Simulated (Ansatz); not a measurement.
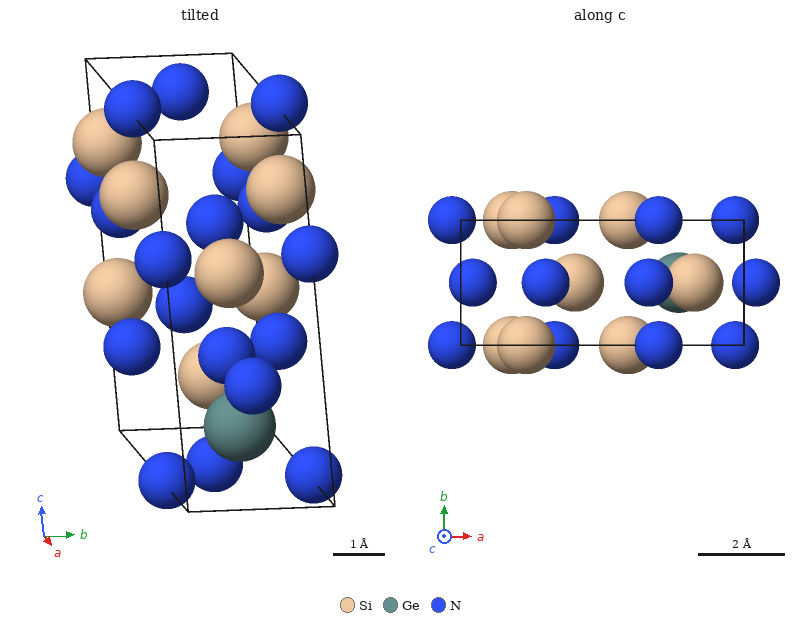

A spheres-only rendering, viewed slightly off an axis and along the c axis. One conventional unit cell is framed, with atoms on its boundary repeated.

Si5GeN8, space group Pm (No. 6), a = 7.661 Å, b = 2.934 Å, c = 7.684 Å, α = 90.00°, β = 119.81°, γ = 90.00°. Source of the structure: a structure type filled with these elements by a generator (whether the compound takes this form wasn't checked). Earlier steps of the study may have refined or changed the cell and positions. Ansatz was used for an electronic-structure calculation on it.

This one geometry was computed with Ansatz (DFT, plane waves, PAW) at five levels of theory: HSE06, r2SCAN, PBE0, PBE with spin-orbit coupling and PBE. It was relaxed beforehand with r2SCAN.

> Which level gives the highest pressure at this volume, and what does that say about its equilibrium volume?

Highest: PBE with spin-orbit coupling (5.8 GPa) and PBE (5.8 GPa), which points to the largest equilibrium volume. Lowest, with the smallest volume: HSE06 (-0.7 GPa) and PBE0 (-0.8 GPa). Levels within 0.5 GPa of each other can't be told apart.

> How does the band gap change with the level of theory?

PBE with spin-orbit coupling: a gap of 4.13 eV, indirect; PBE: a gap of 4.13 eV, indirect; r2SCAN: a gap of 4.68 eV, indirect; HSE06: a gap of 5.63 eV, indirect; PBE0: a gap of 6.39 eV, indirect.

> Collect the results in a table.

| level | cutoff (eV) | k-mesh of the run's cell | gap (eV) | pressure (GPa) |
| --- | --- | --- | --- | --- |
| HSE06 | 420 | 2×6×2 | 5.63 | -0.7 |
| r2SCAN | 500 | 4×8×4 | 4.68 | 0.0 |
| PBE0 | 420 | 2×6×2 | 6.39 | -0.8 |
| PBE with spin-orbit coupling | 420 | 4×8×4 | 4.13 | 5.8 |
| PBE | 420 | 4×8×4 | 4.13 | 5.8 |

Gaps are taken on the k-mesh or band path of each run.
